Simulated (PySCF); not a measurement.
# C8H6S: the cost of one run

Programs: PySCF 2.14.0, with routines of our own; each step states its level. All values are computed. Atoms count from 0.

### 1 The system as given

15 atoms, charge 0, multiplicity 1; geometry from: PBE0/6-31G*.

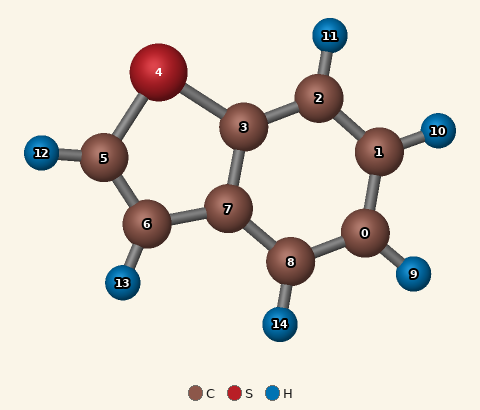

The starting geometry (carbon brown, sulfur red, hydrogen blue).

### 2 Excited-state relaxation: TDA PBE0/6-31G*

Job settings and geometry (Å):

```
{"job": {"kind": "xopt", "state": "S1", "method": "TDA", "freq": false, "xc": "PBE0", "basis": "6-31G*", "grid": 1}, "charge": 0, "multiplicity": 1}
C     -1.867809    -0.831317    -0.002267
C     -2.103229     0.546148    -0.139386
C     -1.049236     1.444986    -0.200479
C      0.252658     0.946155    -0.122601
S      1.736194     1.858593    -0.176908
C      2.675717     0.408415    -0.012600
C      1.918183    -0.712691     0.078345
C      0.509834    -0.437164     0.017169
C     -0.576982    -1.324708     0.075688
H     -2.710214    -1.515822     0.042686
H     -3.123725     0.914009    -0.198359
H     -1.232679     2.510233    -0.306637
H      3.755859     0.477733     0.006375
H      2.332640    -1.709289     0.185141
H     -0.398248    -2.391540     0.181923
```

With the program's defaults for keys left out, this is: TDA PBE0/6-31G* excited-state geometry optimisation, gas phase.

Launch:

```sh
> OMP_NUM_THREADS=1 python excited_run.py task.json out
```

The driver reads the jobs from task.json and runs them one after another.

Q: Estimate the wall time and peak memory of this first job on 1 thread of Arm Neoverse V1, shared host.

About 2.5 min, with a peak of 0.9 GiB.
